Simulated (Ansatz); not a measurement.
# One shape, several levels: AlH2Cl (SMILES [H][Al]([H])[Cl])

Wanted: a comparison of 6 runs (HF/STO-3G, BHLYP/STO-3G, PBE0/STO-3G, MP2/STO-3G, BCCD(T)/STO-3G, CCSDTQ/STO-3G) of AlH2Cl. 

The results are computed with Ansatz 0.2.0.

57 further runs of the same task are left out: 2 that didn't finish, 55 set aside as unsound or not needed.

## Step 1: Starting point

AlH2Cl: 4 atoms, total charge 0, spin state singlet. SMILES: `[H][Al]([H])[Cl]`. The Cl4–Al1 distance was set to 2.517 Å, away from the relaxed value.

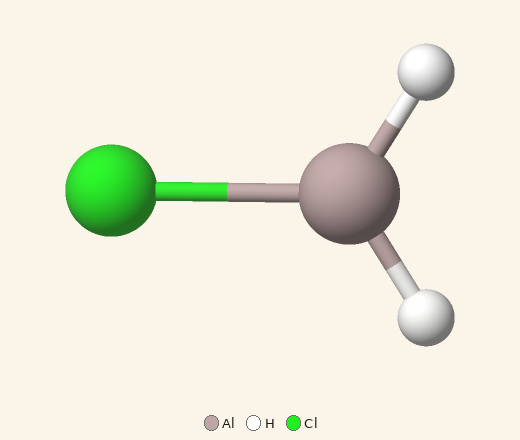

Viewed from a chosen angle; aluminium light grey, hydrogen white, chlorine green.

## Step 2: A single-point energy at HF/STO-3G (run 1)

in.yaml

```yaml
crystal:
  periodic: [false, false, false]
  atoms:
    - {symbol: Al, position_ang: [0.308659, 0.514643, -0.004850]}
    - {symbol: H, position_ang: [1.845899, 0.541213, 0.010660]}
    - {symbol: H, position_ang: [-0.392211, 1.883153, -0.022150]}
    - {symbol: Cl, position_ang: [-0.985710, -1.643880, 0.008400]}
basis:
  gaussian:
    orbitals: STO-3G
hamiltonian:
  xc: hf
accuracy: high
```

Started as:

```console
$ ansatz run in.yaml --threads 1 --pin off --max-ram 2610MiB --events-out events.jsonl --progress --plain --runs-dir runs
```

Standard output:

```text
Warning: RAYON_NUM_THREADS=1 ignored (pool sized by the plan → 1); use --threads N
Functional definition: HF
  name "HF"
  exchange = exact_x
  correlation = 0
333 factors; integrals over basis functions are off by at most 1.2e-8 eV
mean field evaluation 1: about -18904.2647 eV, gradient 1.6e1 eV
mean field evaluation 2: about -18904.2674 eV, gradient 1.6e1 eV
mean field evaluation 4: about -18905.9233 eV, gradient 7.8e-1 eV
mean field evaluation 8: about -18905.9244 eV, gradient 2.2e-5 eV
mean field -18905.92441899 eV, -694.7799075019 hartree, gradient 8.2e-9 eV, S^2 0.000000; 0 other end points of the search recorded, 0 dependent functions left out
reference -18905.92441899 eV, -694.7799075019 hartree; 16, 16 occupied and 4, 4 virtual orbitals, 333 factors
Total energy: -18905.92441899 eV, -694.7799075019 hartree
```

It took 0.12 s on 1 thread of Arm Neoverse V1, shared host.

## Step 3: A single-point energy at BHLYP/STO-3G (run 2)

job.yaml

```yaml
crystal:
  periodic: [false, false, false]
  atoms:
    - symbol: Al
      position_ang: [0.308659, 0.514643, -0.004850]
    - symbol: H
      position_ang: [1.845899, 0.541213, 0.010660]
    - symbol: H
      position_ang: [-0.392211, 1.883153, -0.022150]
    - symbol: Cl
      position_ang: [-0.985710, -1.643880, 0.008400]
basis:
  gaussian:
    orbitals: STO-3G
hamiltonian:
  xc: {name: BHLYP}
accuracy: high
```

Started as:

```console
$ ansatz run job.yaml --threads 1 --pin off --max-ram 2610MiB --events-out events.jsonl --progress --plain --runs-dir runs
```

Standard output:

```text
Warning: RAYON_NUM_THREADS=1 ignored (pool sized by the plan → 1); use --threads N
Functional definition: BHLYP
  name "BHLYP"
  parameter a = 0.5
  exchange = (1 - a)*b88_x + a*exact_x
  correlation = lyp_c
333 factors; integrals over basis functions are off by at most 1.2e-8 eV
mean field evaluation 1: about -18935.2585 eV, gradient 1.9e1 eV
mean field evaluation 2: about -18936.8081 eV, gradient 1.0e1 eV
mean field evaluation 4: about -18937.2666 eV, gradient 1.0e-1 eV
mean field evaluation 8: about -18937.2435 eV, gradient 1.5e-4 eV
mean field -18937.24352133 eV, -695.9308632841 hartree, gradient 2.0e-8 eV, S^2 0.000000; 0 other end points of the search recorded, 0 dependent functions left out
reference -18937.24353976 eV, -695.9308639614 hartree; 16, 16 occupied and 4, 4 virtual orbitals, 333 factors
Total energy: -18937.24353976 eV, -695.9308639614 hartree
```

Run time: 0.99 s. Hardware: 1 thread of Arm Neoverse V1, shared host; peak memory 0.091 GiB.

Run 3 isn't shown in full; the table further down has it.

## Step 4: The energy at MP2/STO-3G (run 4)

job.yaml, as its differences from that of step 3:

```diff
@@ -14,4 +14,5 @@
     orbitals: STO-3G
-hamiltonian:
-  xc: {name: BHLYP}
+correlation:
+  method: mp2
+  frozen_orbitals: {Al: 5, Cl: 5, H: 0}
 accuracy: high
```

Started as:

```console
$ ansatz run job.yaml --threads 1 --pin off --max-ram 2610MiB --events-out events.jsonl --progress --plain --runs-dir runs
```

Standard output:

```text
Warning: RAYON_NUM_THREADS=1 ignored (pool sized by the plan → 1); use --threads N
Functional definition: HF
  name "HF"
  exchange = exact_x
  correlation = 0
333 factors; integrals over basis functions are off by at most 1.2e-8 eV
mean field evaluation 1: about -18904.2647 eV, gradient 1.6e1 eV
mean field evaluation 2: about -18904.2674 eV, gradient 1.6e1 eV
mean field evaluation 4: about -18905.9233 eV, gradient 7.8e-1 eV
mean field evaluation 8: about -18905.9244 eV, gradient 2.2e-5 eV
mean field -18905.92441899 eV, -694.7799075019 hartree, gradient 8.2e-9 eV, S^2 0.000000; 0 other end points of the search recorded, 0 dependent functions left out
10 core orbitals not correlated: weight in the atoms' cores, before any rotation towards them, 0.999 or more for the frozen orbitals, at most 0.001 for the correlated occupied ones
reference -18905.92441899 eV, -694.7799075019 hartree; 6, 6 occupied and 4, 4 virtual orbitals, 333 factors
second order -0.94487076 eV of doubles, -0.00000000 eV of singles
Total energy: -18906.86928974 eV, -694.8146308617 hartree
```

Wall time 0.12 s (1 thread of Arm Neoverse V1, shared host).

Run 5 isn't shown in full; the table further down has it.

## Step 5: The energy at CCSDTQ/STO-3G (run 6)

job.yaml

```yaml
crystal:
  periodic: [false, false, false]
  atoms:
    - {symbol: Al, position_ang: [0.308659, 0.514643, -0.004850]}
    - {symbol: H, position_ang: [1.845899, 0.541213, 0.010660]}
    - {symbol: H, position_ang: [-0.392211, 1.883153, -0.022150]}
    - {symbol: Cl, position_ang: [-0.985710, -1.643880, 0.008400]}
basis:
  gaussian:
    orbitals: STO-3G
correlation:
  method: ccsdtq
  frozen_orbitals: {Al: 5, Cl: 5, H: 0}
accuracy: high
scf:
  omitted_lower_state_checks: [cluster_reference, increment]
```

Started as:

```console
$ ansatz run job.yaml --threads 1 --pin off --max-ram 2610MiB --events-out events.jsonl --progress --plain --runs-dir runs
```

Standard output (excerpt; [...] marks lines left out):

```text
Warning: RAYON_NUM_THREADS=1 ignored (pool sized by the plan → 1); use --threads N
Functional definition: HF
  name "HF"
[...]
333 factors; integrals over basis functions are off by at most 1.2e-8 eV
[...]
mean field -18905.92441899 eV, -694.7799075019 hartree, gradient 8.2e-9 eV, S^2 0.000000; 0 other end points of the search recorded, 0 dependent functions left out
10 core orbitals not correlated: weight in the atoms' cores, before any rotation towards them, 0.999 or more for the frozen orbitals, at most 0.001 for the correlated occupied ones
reference -18905.92441899 eV, -694.7799075019 hartree; 6, 6 occupied and 4, 4 virtual orbitals, 333 factors
second order -0.94487076 eV of doubles, -0.00000000 eV of singles
cycle   1  -1.20426905 eV  change   -2.6e-1 eV  update   5.7e-2
[...]
cycle  26  -1.40216717 eV  change  -2.4e-10 eV  update  3.7e-10
Total energy: -18907.32658616 eV, -694.8314361950 hartree
Checks for a lower state left out: cluster_reference, increment
```

Wall time 1.8 s (1 thread of Arm Neoverse V1, shared host).

## Step 6: All runs side by side

| run | level | frozen core orbitals | energy (Eh) | wall time |
| --- | --- | --- | --- | --- |
| 1 | HF/STO-3G | – | -694.779908 | 0.12 s |
| 2 | BHLYP/STO-3G | – | -695.930864 | 0.99 s |
| 3 | PBE0/STO-3G | – | -695.659847 | 0.97 s |
| 4 | MP2/STO-3G | 10 | -694.814631 | 0.12 s |
| 5 | BCCD(T)/STO-3G | 10 | -694.831155 | 0.18 s |
| 6 | CCSDTQ/STO-3G | 10 | -694.831436 | 1.8 s |

## Step 7: Outcome

| quantity | value |
| --- | --- |
| run 6: total energy | -694.83144 Eh |
| run 6: correlation energy (10 core orbitals frozen) | -51.5 mEh |
| run 6: T1 diagnostic | 0.011 |

In words: Below the HF energy at the same shape and in the same basis (STO-3G): MP2 -34.7 mEh; BCCD(T) -51.2 mEh; CCSDTQ -51.5 mEh. Totals of different functionals can't be ranked against each other. In runs 1, 2, 3, 4, 5, 6 the basis is minimal, so the values are rough. All runs together took 4.2 s, the longest 1.8 s.
